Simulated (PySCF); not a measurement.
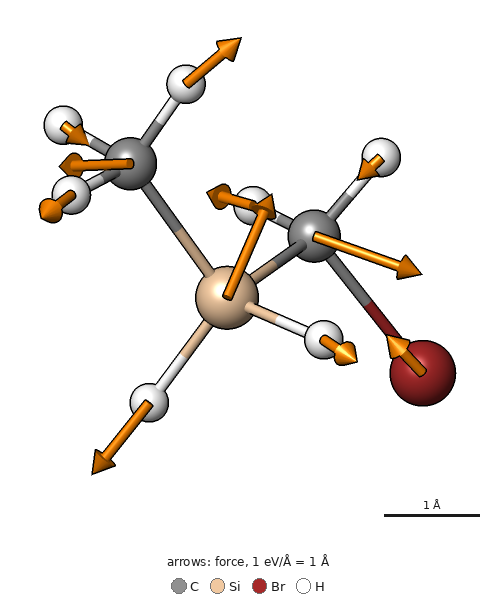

Starting geometry of C2H7BrSi with the computed forces as orange arrows. A ball-and-stick model, seen from a free direction.

The start comes from GFN2-xTB. Its atoms were then displaced at random by about 0.01 Å.

The calculation used PBE0-D3(BJ)/def2-SVP geometry optimisation, gas phase (PySCF). 

Is this structure relaxed? If not, where do the atoms go?

It isn't relaxed: the largest force vector, on the Si atom, is 1.32 eV/Å. The final displacements follow the starting forces only in part (cosine between the two patterns 0.66). Over 5 geometry steps the energy falls by 9.72 kJ/mol. A C atom moves most after the best rigid fit: 0.040 Å. By element the largest moves are C 0.040 Å, H 0.039 Å, Si 0.038 Å, Br 0.028 Å. Near-neighbour distances that change, for instance: H–Si 1.443 → 1.494 Å, Br–C 1.994 → 1.944 Å, C–H 1.082 → 1.101 Å, C–Si 1.868 → 1.879 Å. Bond angles that change, for instance: Si–C–H 114.1° → 111.1°, H–C–H 105.2° → 107.8°, Si–C–H 114.6° → 112.0°.
